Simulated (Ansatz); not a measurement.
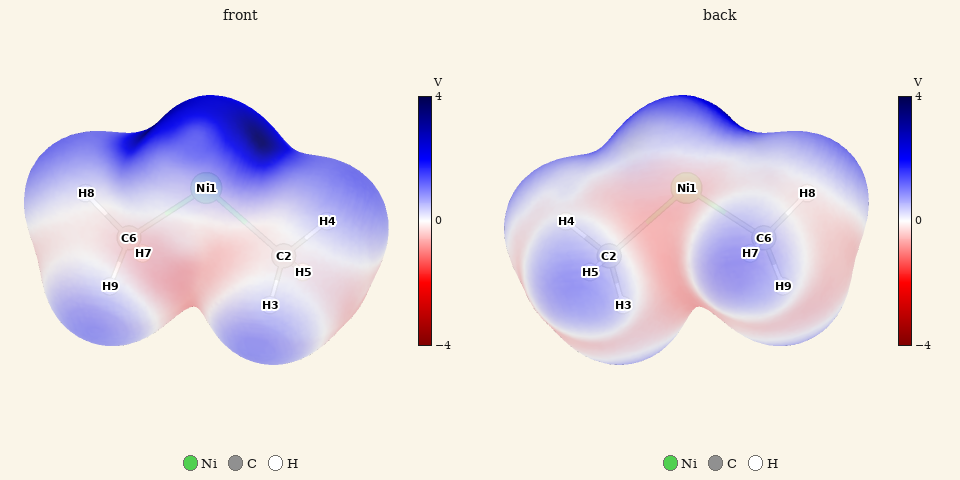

Figure. C2H6Ni (NiMe2). The molecular electrostatic potential painted on the density surface at 0.004 e/bohr³, seen from the front and from behind; red is negative and blue positive.

Geometry: r2SCAN-D4/def2-TZVP.

Theory: RKS PBE0-D4/def2-TZVP (Ansatz 0.2.0).

Input

```
crystal:
  periodic: [false, false, false]
  atoms:
    - {symbol: Ni, position_ang: [0.893593, -0.632986, -0.006757]}
    - {symbol: C, position_ang: [0.009677, 0.028636, 1.449016]}
    - {symbol: H, position_ang: [0.031249, 1.119771, 1.485398]}
    - {symbol: H, position_ang: [0.634036, -0.392246, 2.258230]}
    - {symbol: H, position_ang: [-1.010362, -0.354054, 1.522468]}
    - {symbol: C, position_ang: [-0.038393, -0.008295, -1.448798]}
    - {symbol: H, position_ang: [-1.060903, -0.390406, -1.477614]}
    - {symbol: H, position_ang: [0.557600, -0.451861, -2.267233]}
    - {symbol: H, position_ang: [-0.016488, 1.081429, -1.514710]}
basis:
  gaussian: {orbitals: def2-TZVP, initial_orbitals: start.molden}
hamiltonian: {xc: pbe0, dispersion: d4}
scf: {omitted_lower_state_checks: [starts]}
output: {orbitals: {seedname: orbitals}}
```

Command:

```sh
ansatz run in.yaml --threads 2 --pin off --events-out ev --progress --plain --max-ram 4352MiB
```

Which sites attract a positive test charge, and which a negative one?

A positive charge is drawn to the negative regions and a negative charge to the positive ones. The most negative region (about −0.6 V) lies over C2 and C6, the most positive (about +3.5 V) over Ni1.
